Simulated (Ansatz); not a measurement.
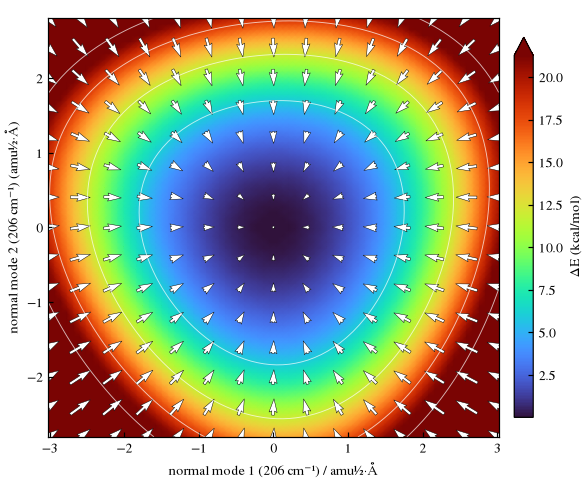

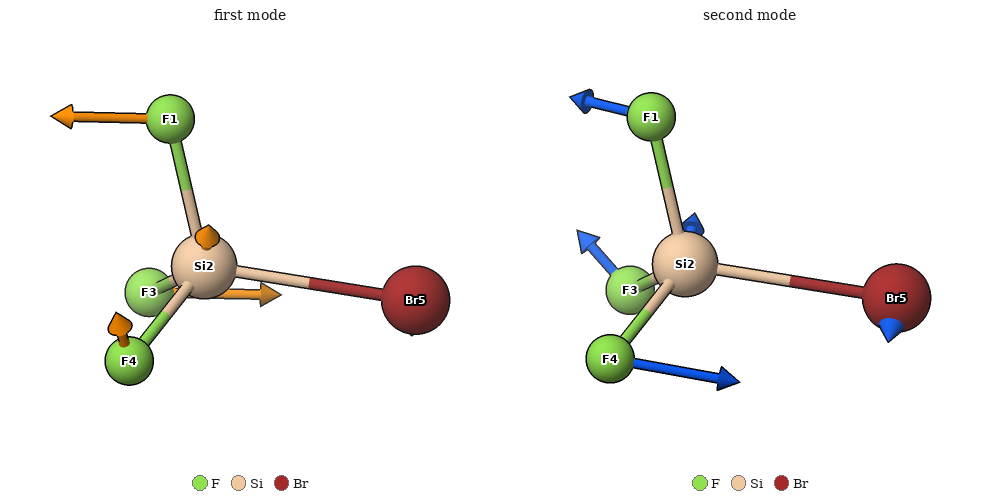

Energy landscape of BrF3Si, SMILES F[Si](F)(F)Br. First axis: normal mode 1 (206 cm⁻¹). Second axis: normal mode 2 (206 cm⁻¹). Nothing is relaxed (straight displacements along the two mass-weighted modes). The scan uses a 15 × 15 grid. Points are written as (first, second). Energies: kcal/mol, counted from the lowest grid point. Method: Ansatz, RHF/def2-SVP.

The picture shows a smooth colour map with a few white contour lines, arrows along the force (downhill), their lengths compressed, one colour for all values above the top of the scale. Between grid points the surface is interpolated. The second picture is the structure at the lowest point

### Describe this landscape.

The lowest grid point is at (0.00 amu½·Å, 0.00 amu½·Å). No other kind of well shows on this grid. The highest grid point, (−3.02 amu½·Å, −2.81 amu½·Å), lies 46.7 kcal/mol above the lowest.

The whole map (225 points run) took 7.4 min on 1 thread of Arm Neoverse V2 (shared host).
